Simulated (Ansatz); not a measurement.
**Br2F2Hf (SMILES [F][Hf]([F])([Br])[Br]): density, localisation and related maps**

The calculation's input:

```
crystal:
  periodic: [false, false, false]
  atoms:
    - {symbol: F, position_ang: [0.182635, -0.618093, 1.844329]}
    - {symbol: Hf, position_ang: [0.084089, -0.097204, 0.037258]}
    - {symbol: F, position_ang: [1.352738, -1.098487, -0.929437]}
    - {symbol: Br, position_ang: [-2.190997, -0.581703, -0.838561]}
    - {symbol: Br, position_ang: [0.621536, 2.321887, -0.154989]}
basis:
  gaussian: {orbitals: def2-TZVPP}
hamiltonian: {xc: pbe0, dispersion: d4}
output: {orbitals: {seedname: orbitals}}
```

Run with:

```sh
ansatz run in.yaml --threads 4 --pin off --events-out ev --progress --plain --max-ram 10444MiB
```

Geometry: PBE0-D4/def2-TZVP; core potentials replace the inner electrons of Hf.

Computed with Ansatz, RKS PBE0-D4/def2-TZVPP.

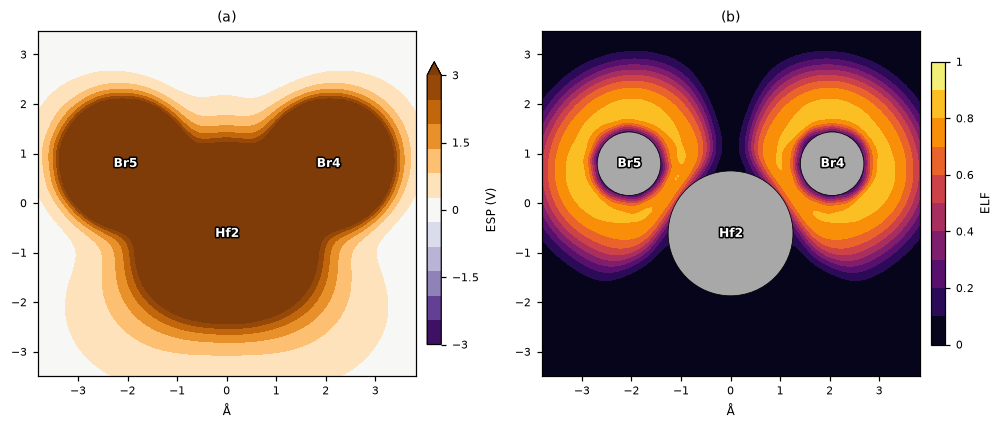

Figure 1. (a) electrostatic potential; (b) ELF on the plane of atoms Br4, Hf2 and Br5. Grey discs cover the atomic cores in the ELF map.

> What does the map show?

- The plane passes through Hf and Br nuclei.
- Hf–Br (2.49 Å): the ELF peaks at about 0.75 in the valence shell of Br, 1.0 Å from its nucleus, and is about 0.50 at the midpoint.
- The potential has no marked negative region in this plane.

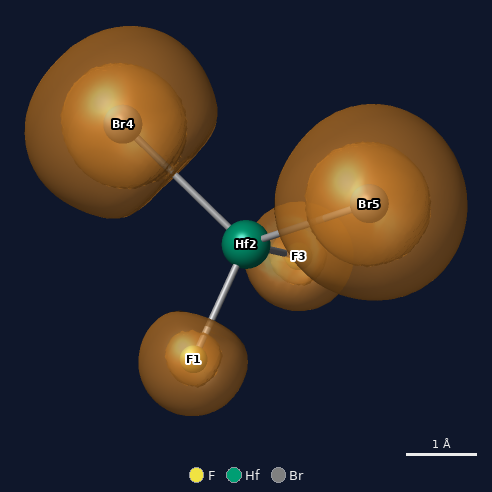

Figure 2. Isosurface of the ELF at 0.75 (orange), seen at a tilt. Core shells and regions of very low density are left out.

> Where are the electrons localised?

The surface consists of two regions wrapped around Br (the valence shell of each) and two regions wrapped around F (the valence shell of each).


Hf–F (1.88 Å): the ELF peaks at about 0.85 in the valence shell of F, 0.5 Å from its nucleus, and drops to about 0.20 between the two atoms.

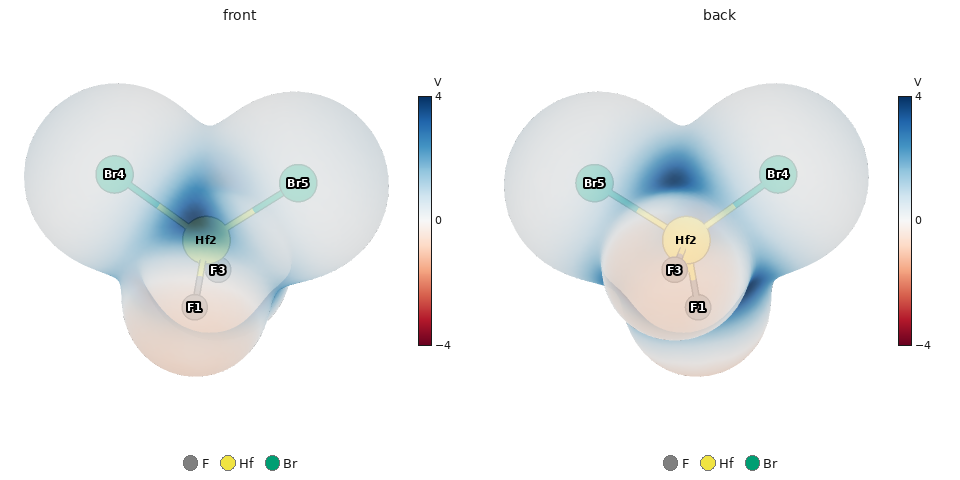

Figure 3. The molecular electrostatic potential painted on the density surface at 0.002 e/bohr³, seen from the front and from behind; red is negative and blue positive.

> Which sites attract a positive test charge, and which a negative one?

A positive charge is drawn to the negative regions and a negative charge to the positive ones. The most negative region (about −0.6 V) lies over F1 and F3, the most positive (about +3.9 V) over Hf2.

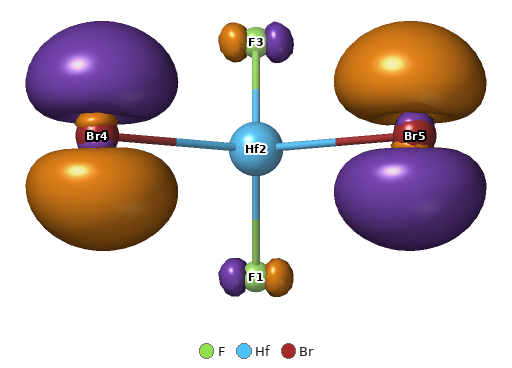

Figure 4. The HOMO−1 at ±0.15 Å⁻³ᐟ² (orange and purple are the two phases), seen from one side.

> What is the character of this orbital?

Its weight (Hirshfeld) is mainly on Br4 (about 45 %) and Br5 (about 45 %); largely a combination of lone pairs on Br4 and Br5. Its energy is −9.32 eV.
